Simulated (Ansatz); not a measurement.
**Pressure series in BP**

Consider BP in the zinc blende structure (space group F-43m, No. 216).

```yaml
crystal:
  lattice:
    - [0.00000, 2.27418, 2.27418]
    - [2.27418, 0.00000, 2.27418]
    - [2.27418, 2.27418, 0.00000]
  atoms:
    - { symbol: B, position: [0.00000, 0.00000, 0.00000] }
    - { symbol: P, position: [0.25000, 0.25000, 0.25000] }
```

Cell and atoms are relaxed at each pressure.

Method: Ansatz (an electronic-structure program) PBE, without spin-orbit coupling.

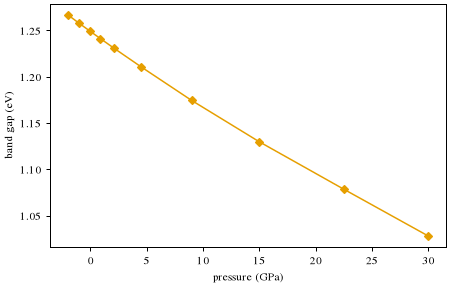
Figure: Band gap against pressure

Problem. From the plot, what is the band gap for pressure 0.9 GPa?

Solution. About 1.24 eV.

Problem. Is the trend monotonic over the range shown?

Solution. Yes, it falls throughout, spanning 1.03 eV to 1.27 eV.

Load acts through the strain it causes; cell and atoms are relaxed under it. Stability against distortions was not tested. No other phases were tried under pressure.
